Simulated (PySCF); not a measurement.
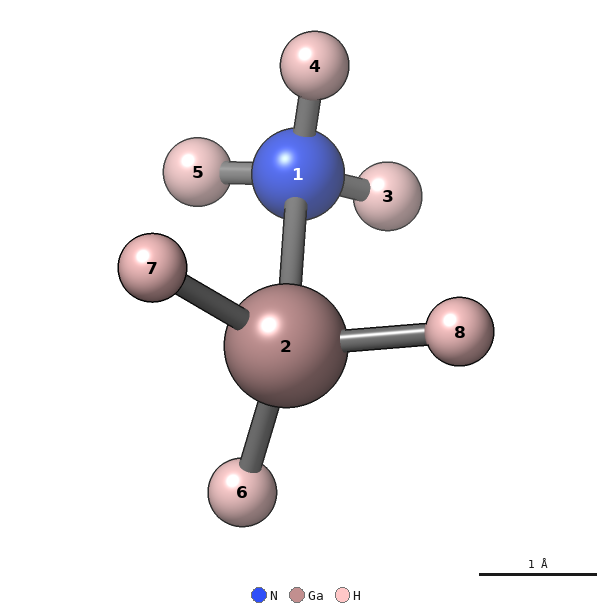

Orthographic view. Distant atoms are faded towards the background colour. Computed geometry: PBE0-D3(BJ)/def2-SVP optimisation. No frequency run is at hand to confirm it as a minimum.

Give the geometry as a Z-matrix, atoms in numerical order, with these reference atoms: 2 to 1; 3 to 1, 2; 4 to 1, 3, 2; 5 to 1, 3, 4; 6 to 2, 1, 3; 7 to 2, 6, 1; 8 to 2, 6, 7.

```
N  
Ga   1   2.153
H    1   1.020   2   111.6
H    1   1.020   3   107.7   2   121.8
H    1   1.020   3   107.7   4   115.9
H    2   1.583   1    98.5   3   -65.9
H    2   1.583   6   117.9   1   104.0
H    2   1.583   6   118.0   7   151.8
```
